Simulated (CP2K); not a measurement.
# C2H6AlF (SMILES [CH3][Al]([CH3])[F]): GFN2-xTB

Aim: the vertical ionisation energy of C2H6AlF at GFN2-xTB, from 2 runs. 

The calculation is run with CP2K 2026.2.

6 further runs of the same task are left out: 1 that didn't finish, 5 set aside as unsound or not needed.

## 1. The system as given

C2H6AlF: 10 atoms, total charge 0, spin state singlet. SMILES: `[CH3][Al]([CH3])[F]`. Geometry: relaxed at PBE0-D4/def2-TZVP.

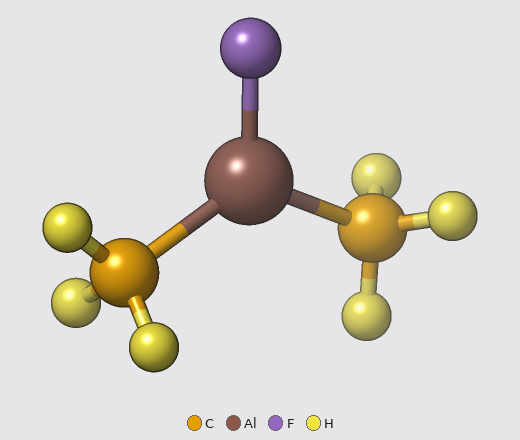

The structure, seen from a chosen angle (carbon amber, aluminium brown, fluorine purple, hydrogen yellow).

## 2. A single-point energy at GFN2-xTB

File qs.inp:

```
&global
    project qs
    run_type ENERGY
    print_level MEDIUM
&end global

&force_eval
    method Quickstep
    &dft
        charge 0
        multiplicity 1
        ! Quickstep
        &qs
            method XTB
            eps_default 1.0E-10
            &xtb
                gfn_type TBLITE
                &tblite
                    method GFN2
                &end tblite
                check_atomic_charges F
            &end xtb
        &end qs
        ! no periodic images
        &poisson
            periodic NONE
            poisson_solver ANALYTIC
        &end poisson
        ! SCF settings
        &scf
            scf_guess ATOMIC
            eps_scf 1.0E-07
            max_scf 150
            added_mos 8
            &diagonalization
                algorithm STANDARD
            &end diagonalization
            &mixing
                method DIRECT_P_MIXING
                alpha 0.4
            &end mixing
            &smear ON
                method FERMI_DIRAC
                electronic_temperature [K] 300
            &end smear
        &end scf
        ! extra output
        &print
            &moments
                periodic F
                reference COM
                max_moment 1
            &end moments
            &mo ON
                energies T
                occupation_numbers T
                ndigits 6
                &each
                    qs_scf 0
                &end each
                add_last NUMERIC
            &end mo
            &hirshfeld OFF
            &end hirshfeld
        &end print
    &end dft
    &subsys
        &cell
            abc [angstrom] 18.8 19.7 19.6
            periodic NONE
        &end cell
        &coord
            C     -0.566700     1.412600    -0.858500
            Al    -0.288600    -0.445300    -0.364300
            C      0.794700    -1.093100     1.112200
            F     -1.047300    -1.600600    -1.281300
            H     -1.184400     1.517100    -1.752900
            H     -1.054000     1.963400    -0.046800
            H      0.387100     1.917300    -1.043800
            H      0.189400    -1.676700     1.813200
            H      1.269800    -0.283800     1.672000
            H      1.583200    -1.762300     0.753400
        &end coord
        &topology
            &center_coordinates
            &end center_coordinates
        &end topology
    &end subsys
&end force_eval
```

Run with:

```sh
OMP_NUM_THREADS=1 cp2k.psmp -i qs.inp > qs.out 2>&1
```

Standard output, shortened:

```text
CP2K| version string:                                       CP2K version 2026.2
[...]
 GLOBAL| Method name                                                        CP2K
[...]
 GLOBAL| Run type                                                         ENERGY
[...]
                             - Atoms:                                         10
[...]
                             - Spherical basis functions:                     27
[...]
 Number of electrons:                                                         24
[...]
  *** SCF run converged in    17 steps ***
[...]
  Fermi energy:                                                -0.24715964697749
[...]
 TB_DIPOLE| Moment [Debye]          0.96254504       1.45894582       1.16058146
 TB_DIPOLE| Derivative [a.u.]       0.00000000       0.00000000       0.00000000
[...]
 ENERGY| Total FORCE_EVAL ( QS ) energy [hartree]            -13.201717382416732
[...]
```

It took 1.1 s on 1 thread of Intel Xeon at 2.70GHz, shared host; peak memory 0.19 GiB.

## 3. The doublet cation

File job.inp:

```
&GLOBAL
   PROJECT job
   RUN_TYPE ENERGY
   PRINT_LEVEL MEDIUM
&END GLOBAL

&FORCE_EVAL
   METHOD Quickstep
   &DFT
      CHARGE 1
      MULTIPLICITY 2
      UKS T
      &QS
         METHOD XTB
         EPS_DEFAULT 1.0E-10
         &XTB
            GFN_TYPE TBLITE
            &TBLITE
               METHOD GFN2
            &END TBLITE
            CHECK_ATOMIC_CHARGES F
         &END XTB
      &END QS
      &POISSON
         PERIODIC NONE
         POISSON_SOLVER ANALYTIC
      &END POISSON
      &SCF
         SCF_GUESS ATOMIC
         EPS_SCF 1.0E-07
         MAX_SCF 150
         ADDED_MOS 8
         &DIAGONALIZATION
            ALGORITHM STANDARD
         &END DIAGONALIZATION
         &MIXING
            METHOD DIRECT_P_MIXING
            ALPHA 0.4
         &END MIXING
         &SMEAR ON
            METHOD FERMI_DIRAC
            ELECTRONIC_TEMPERATURE [K] 300
            FIXED_MAGNETIC_MOMENT 1.0
         &END SMEAR
      &END SCF
      &PRINT
         &MOMENTS
            PERIODIC F
            REFERENCE COM
            MAX_MOMENT 1
         &END MOMENTS
         &MO ON
            ENERGIES T
            OCCUPATION_NUMBERS T
            NDIGITS 6
            &EACH
               QS_SCF 0
            &END EACH
            ADD_LAST NUMERIC
         &END MO
         &HIRSHFELD OFF
         &END HIRSHFELD
      &END PRINT
   &END DFT
   &SUBSYS
      &CELL
         ABC 18.8 19.7 19.6
         PERIODIC NONE
      &END CELL
      &COORD
         C     -0.566700     1.412600    -0.858500
         Al    -0.288600    -0.445300    -0.364300
         C      0.794700    -1.093100     1.112200
         F     -1.047300    -1.600600    -1.281300
         H     -1.184400     1.517100    -1.752900
         H     -1.054000     1.963400    -0.046800
         H      0.387100     1.917300    -1.043800
         H      0.189400    -1.676700     1.813200
         H      1.269800    -0.283800     1.672000
         H      1.583200    -1.762300     0.753400
      &END COORD
      &TOPOLOGY
         &CENTER_COORDINATES
         &END CENTER_COORDINATES
      &END TOPOLOGY
   &END SUBSYS
&END FORCE_EVAL
```

Run with:

```sh
OMP_NUM_THREADS=1 cp2k.psmp -i job.inp -o job.out
```

Standard output, shortened:

```text
CP2K| version string:                                       CP2K version 2026.2
[...]
 GLOBAL| Method name                                                        CP2K
[...]
 GLOBAL| Run type                                                         ENERGY
[...]
                             - Atoms:                                         10
[...]
                             - Spherical basis functions:                     27
[...]
 Number of electrons:                                                         12
[...]
  *** SCF run converged in    19 steps ***
[...]
  Fermi energy:                                                -0.55238286946712
[...]
 TB_DIPOLE| Moment [Debye]          2.62228435       3.96013420       3.18333269
 TB_DIPOLE| Derivative [a.u.]       0.00000000       0.00000000       0.00000000
[...]
 ENERGY| Total FORCE_EVAL ( QS ) energy [hartree]            -12.707736076353132
[...]
```

It took 1.3 s on 1 thread of Intel Xeon at 2.70GHz, shared host; peak memory 0.19 GiB.

## 4. Results

At GFN2-xTB:

```
                                                  quantity         value
                             singlet C2H6AlF: total energy  -13.20172 Eh
singlet C2H6AlF: dipole moment (from atomic charges alone)        2.10 D
                              singlet C2H6AlF: HOMO energy     -10.26 eV
                              singlet C2H6AlF: LUMO energy      -5.83 eV
                            singlet C2H6AlF: HOMO–LUMO gap       4.43 eV
                        singlet C2H6AlF: dispersion energy  -9.39 kJ/mol
                              doublet cation: total energy  -12.70774 Eh
        doublet cation: HOMO energy (highest over α and β)     -17.13 eV
         doublet cation: LUMO energy (lowest over α and β)     -16.64 eV
                         doublet cation: dispersion energy  -7.56 kJ/mol
        vertical ionisation energy (to the doublet cation)     13.442 eV
```

**Reading.** The vertical ionisation energy comes to 13.44 eV (310 kcal/mol). xTB total energies overstate such differences by several eV unless an empirical shift is taken off; none is applied here. The dipole (singlet C2H6AlF) comes from point charges on the atoms alone, without atomic dipoles, so it is partial.
